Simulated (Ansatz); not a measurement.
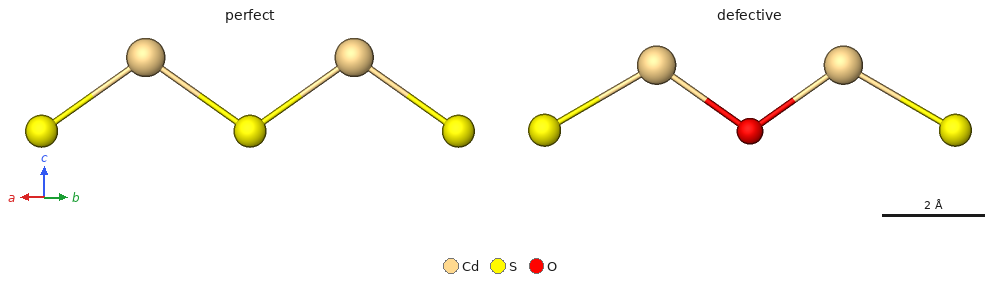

Left: perfect CdS. Right: the same region with one point defect, after relaxing the atoms in a supercell of 54 sites. Style: ball-and-stick. Shown: the atoms within 4.6 Å of one point, in a slice 3.4 Å thick across the line of sight, along [110].

These are results of DFT, PBE, plane-wave PAW, default files, scalar-relativistic (Ansatz 0.2.0), not measurements. (plane-wave cutoff 420 eV; k-point mesh 2 × 2 × 2; occupations fermi dirac; smearing width 0.01 eV; no spin polarisation) The axes drawn are those of the host's conventional cell.

### Which defect is it?

A sulfur atom is replaced by oxygen.

The charge state of the cell is 0.

### What does the relaxation do around it?

In the host the S atom has 4 Cd at 2.53 Å; the O atom ends with 4 Cd at 2.26 Å. Of the host's atoms, a cadmium atom moves furthest from its site, by 0.26 Å. Relaxing the atoms from the host's sites lowers the energy by 0.82 eV.
